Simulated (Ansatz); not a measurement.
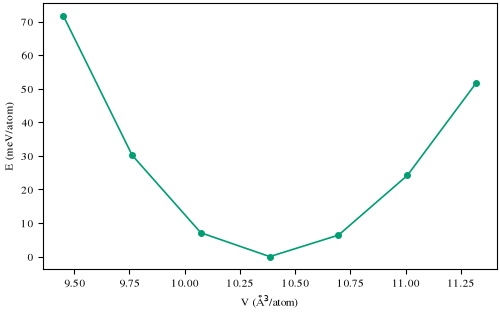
AlV4C3 in space group P6_3/mmc (No. 194; Pearson symbol hP16) under volume change, r²SCAN (plane waves, PAW; program Ansatz), shape and atoms relaxed at each volume.

### Question
What does a third-order Birch–Murnaghan fit give for V₀, B₀ and B′?

### Answer
V₀ = 10.39 Å³/atom, B₀ = 230 GPa, B′ = 4.4.

The start of the workflow was typed in or built on a structure type; the Crystallography Open Database copy checked does not list it. Whether it is the stable phase at ambient conditions was not checked. Symmetry was held in the r²SCAN relaxation; its stability against distortions is not shown here. The workflow began spin-polarised and lost its moments.

Potentials: the later of the program's two PAW sets.
